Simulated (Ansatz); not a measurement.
## Profile along the F–Na line in NaF (rock salt)

NaF (rock salt)

Space group Fm-3m (No. 225); a = b = c = 4.5945 Å, α = β = γ = 90.00°

```tsv
atom	site	symmetry	x	y	z
F	4a	m-3m	0.0000	0.0000	0.0000
Na	4b	m-3m	0.5000	0.5000	0.5000
```
(The calculation used a cell of 2 atoms; values per cell refer to that cell.)

Fields along a shortest F–Na line of a {100} plane (2.30 Å), from F to Na, interpolated on the slice's grid (step about 0.1 Å). Level of theory: r2SCAN (plane waves to 500 eV, PAW, scalar-relativistic; Ansatz, a program for electronic structure). k mesh 12×12×12. These are valence fields of a PAW run, semicore shells included where kept as valence: close to a nucleus they are smooth pseudo fields. NaF was relaxed with its symmetry unable to fall.

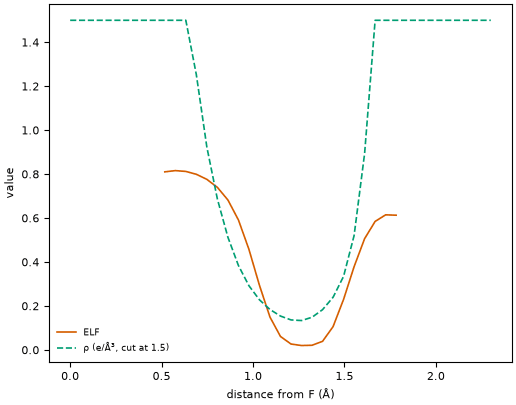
Fig. 1. ELF (away from the nuclei) and valence density from F to Na.

Density on the F–Na line (2.30 Å) at its density minimum, 1.3 Å from F: 0.13 e/Å³. ELF at that point: 0.0. Character of the F–Na contact (rough rule: ELF there above 0.7 covalent, below 0.2 ionic, polar between): closed-shell (ionic).
